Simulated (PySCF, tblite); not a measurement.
**C₄H₁₀OSi: geometry, infrared bands and NMR shifts**

What infrared bands and NMR shifts should C₄H₁₀OSi (`C=CCC[SiH2]O`) show?

The runs use tblite 0.8.0 and PySCF 2.14.0, with density-fitted response routines of our own; the level of theory stands in each step. All values are computed, except where a source is named. Atoms count from 0, in the outputs and in this text.

### Step 1. Starting geometry

16 atoms, charge 0, multiplicity 1; geometry from: force field or distance geometry start.

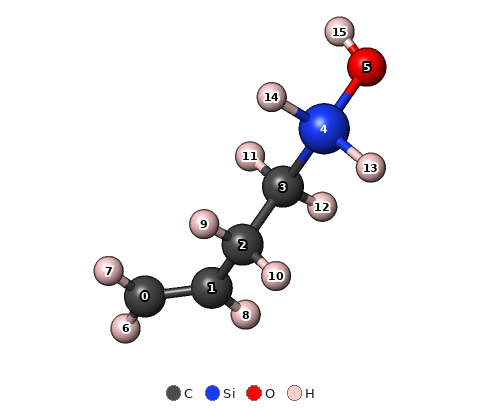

As it starts; carbon dark grey, silicon blue, oxygen red, hydrogen pink, atoms numbered; sticks join atoms by distance.

### Step 2. Relaxing the molecule with GFN2-xTB

The job: settings as JSON, then the geometry in Å.

```
{"job": {"kind": "relax", "xc": "GFN2-xTB", "basis": "xTB"}, "charge": 0, "multiplicity": 1}
C      2.966800    -0.044300     0.231300
C      1.847300    -0.712700    -0.113100
C      0.614700    -0.079900    -0.640900
C     -0.581200    -0.288300     0.290600
Si    -2.191200     0.463300    -0.267400
O     -3.440500     0.203900     0.788700
H      3.832600    -0.558500     0.609300
H      3.027200     1.042700     0.140200
H      1.847600    -1.803400     0.007800
H      0.762500     0.996400    -0.801600
H      0.391600    -0.514000    -1.630700
H     -0.345200     0.112200     1.289500
H     -0.746600    -1.370500     0.450100
H     -2.564800    -0.088900    -1.597600
H     -2.022600     1.939000    -0.397700
H     -3.405600     0.712000     1.630100
```

Run with:

```sh
OMP_NUM_THREADS=1 python probes_run.py task.json out
```

The driver reads the jobs from task.json and runs them one after another.

**Question.** This job is followed by: GFN2-xTB harmonic vibrations, gas phase; GIAO PBE0/pcSseg-1 NMR shielding, non-relativistic, gas phase. Predict these results of the whole session: strongest single infrared mode (GFN2-xTB); zero-point energy (GFN2-xTB); ¹³C shifts against TMS (PBE0/pcSseg-1); ¹H shifts against TMS (PBE0/pcSseg-1, means over atoms taken as alike); ²⁹Si shifts against TMS (PBE0/pcSseg-1); ¹⁷O shifts against H2O (PBE0/pcSseg-1).

The runs gave:

| quantity | value |
| --- | --- |
| strongest single infrared mode (GFN2-xTB) | 804 cm⁻¹, 401 km/mol |
| zero-point energy (GFN2-xTB) | 79.5 kcal/mol |
| ¹³C shifts against TMS (PBE0/pcSseg-1) | 150.6, 119.8, 30.7, 21.4 ppm |
| ¹H shifts against TMS (PBE0/pcSseg-1, means over atoms taken as alike) | 6.19, 5.32, 5.19, 5.00, 1.83, 0.86, 0.82 ppm |
| ²⁹Si shifts against TMS (PBE0/pcSseg-1) | -14.0 ppm |
| ¹⁷O shifts against H2O (PBE0/pcSseg-1) | 19.6 ppm |

The optimisation took 53 steps and gained 0.163 eV; among the close pairs (by a distance rule), C3–Si4 changed most, from 1.862 to 1.903 Å. No mode is imaginary among the 42: a minimum at this level. The strongest single mode, at 804 cm⁻¹, moves mainly H15. GFN2-xTB is a fitted tight-binding method: band positions and strengths are rough. Its intensities can rank the bands wrongly. The most deshielded carbon is C1 (alkene CH), at 150.6 ppm: the olefinic region. The most deshielded hydrogen is H8 (hydrogen on an alkene CH), at 6.19 ppm: a vinylic proton, deshielded by the sp2 carbon and the C=C anisotropy. At PBE0/pcSseg-1: The widest tensor belongs to C1: span 241 ppm, with a paramagnetic part of -220 ppm.
